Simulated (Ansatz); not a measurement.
# Is the response still linear at 0.4 V/Å? Ir(111), 6 layers

The dipole of a slab grows in proportion to a weak field along its normal. Does the weak-field slope carry to a strong field?

Set-up. Ansatz 0.2.0, plane waves with PAW datasets (its set soft_2), PBE; atoms held at bulk places, 18 Å of vacuum, dipole correction, cell area 6.39 Å², 24×24 k-points, smearing 0.1 eV. Without field the slab has no gap over 0.05 eV.

```
  run  field (V/Å)  dipole (e·Å)
run 1        −0.10      −0.05074
run 2        −0.05      −0.02537
run 3         0.00       0.00000
run 4         0.05       0.02537
run 5         0.10       0.05074
run 6         0.40             ?
```

Q: Estimate the withheld value from the rows shown.

A least-squares line through the 5 rows shown has slope 0.507400 and intercept 0.000000; no row lies more than 0.00001 e·Å off it. A perfect conductor with that slope would be 180.95 × 0.50740 / 6.39 = 14.37 Å thick. At 0.40 it gives 0.507400 × 0.40 + 0.000000 = 0.20296 e·Å, beyond the rows fitted. Rounding and scatter of the rows alone allow about ±0.00002 e·Å there.

The run itself gives 0.20301 e·Å: a miss of +0.00005 e·Å. That is under 1 % of the induced dipole, so the response is still linear.

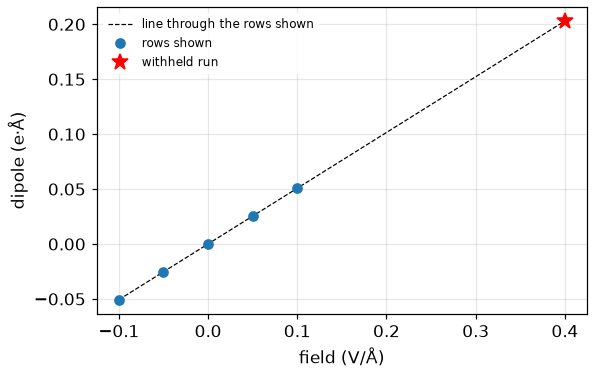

The fit and the withheld run.

**Limits.** Ions are held, so this is the electronic response. Of the series that stay linear within 1 %, this collection keeps about one in seven, and it keeps all that bend. Spin-orbit coupling is left out, which changes the bands of elements this heavy.

[Logs are printed without paths, hosts, clocks, repeated set-up lines and the standing remarks that a program may print on its own settings, such as how far it seeks lower states.]
